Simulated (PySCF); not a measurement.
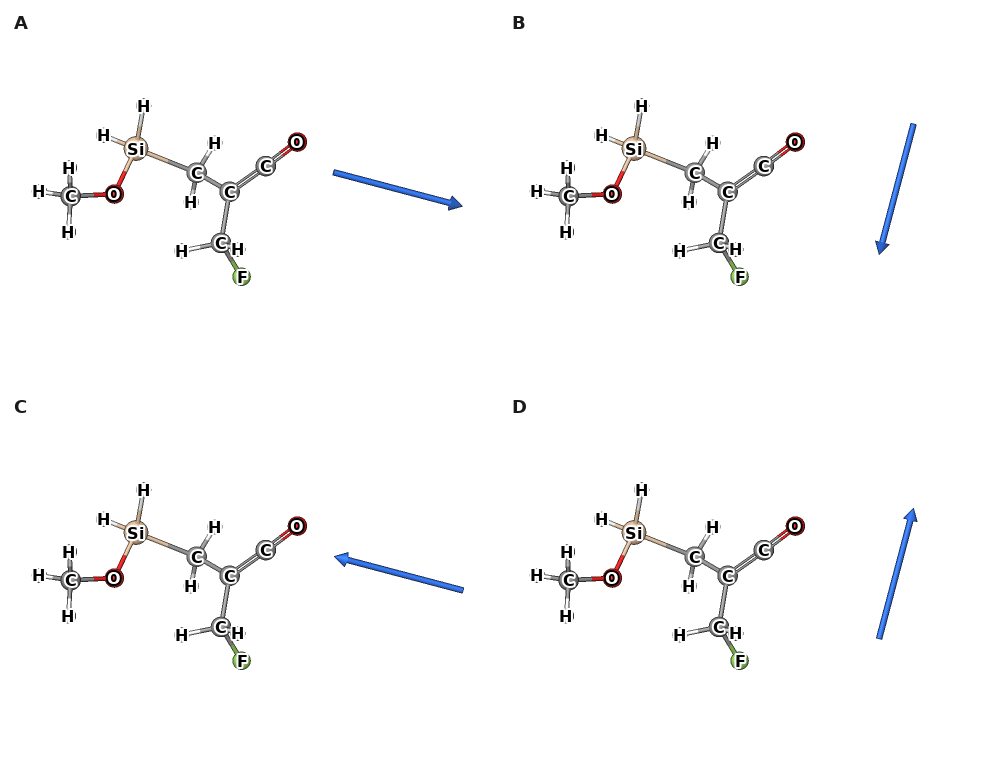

The same molecule four times, each with an arrow. The geometry was computed by an optimisation with GFN2-xTB. No frequency run is at hand to confirm it as a minimum. Level of theory: PBE0/pcSseg-1, gas phase (PySCF 2.14.0).

Question: Which arrow points along the dipole moment, from the negative to the positive end?

Answer: C. The dipole moment is 3.34 D.

The geometry is semi-empirical. Around Si such bond lengths and angles can be off by a tenth of an ångström or more and by several degrees, and values that hang on the shape move with them.
